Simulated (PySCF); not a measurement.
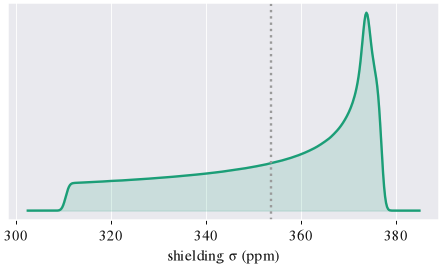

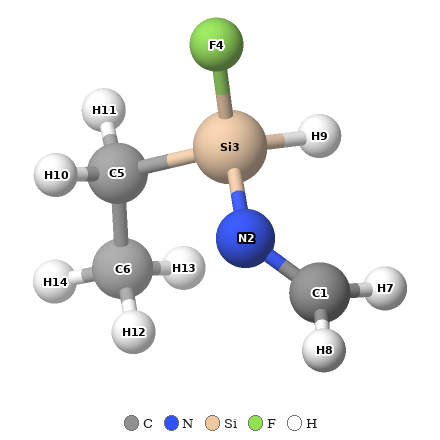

Static powder pattern (¹⁹F) from GIAO shielding tensors of C₃H₈FNSi, SMILES C=N[Si@H](F)CC, mPW1PW91/pcSseg-1 in PySCF, at a PBE0-D3(BJ)/def2-SVP geometry (no frequency check); absolute shielding, one fixed geometry of the isolated molecule without any motion, no dipolar terms. The dotted line is the isotropic value; skew is 3(σiso − σ22)/span.

The pattern belongs to F4. Give the principal values, span and skew.

Answer. F4: σ11, σ22, σ33 = 311, 374, 377 ppm, isotropic 354, span 66 ppm, skew −0.90.

Caveats: one conformer of a flexible molecule.
